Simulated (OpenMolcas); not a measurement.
## How methods differ on AlO (oxoaluminum)

The species is AlO (2 atoms), meant as a doublet with charge 0. SMILES: `[O]=[Al]`. The shape comes from GFN2-xTB, which is rough for such elements, and wasn't checked as a minimum.

```xyz
2

O     0.0000    0.0000    0.0000
Al    0.0000    0.0000    1.5700
```

Each level gives the energy change with the O1–Al2 bond stretched from 1.570 to 1.963 Å (eV). The values are calculated.

| level | kind | program | value (eV) | less FCI/STO-3G |
| --- | --- | --- | --- | --- |
| CASPT2(3,3)/STO-3G | multireference | OpenMolcas | 0.02 | -0.69 |
| CASSCF(3,3)/STO-3G | multireference | OpenMolcas | -0.04 | -0.75 |
| MRCI(3,3)/STO-3G | multireference | OpenMolcas | -0.28 | -0.99 |
| SC-NEVPT2(3,3)/STO-3G | multireference | OpenMolcas | 0.03 | -0.68 |
| FCI/STO-3G | exact in the basis | OpenMolcas | 0.71 | 0.00 |

FCI/STO-3G is exact within its basis and frozen core, so for wave-function methods in that basis the difference is their error. The first shape isn't each level's own minimum. The values span -0.28 to 0.71 eV. All rows use very small basis sets, so even the best lies far from the true value.

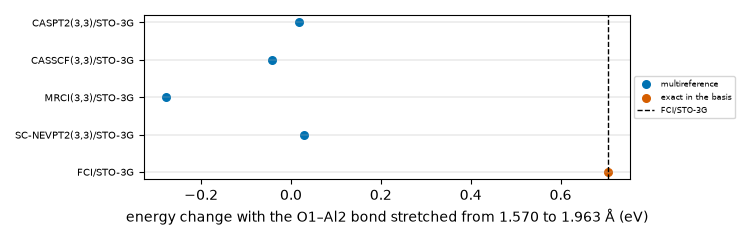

The values of the table, level by level.
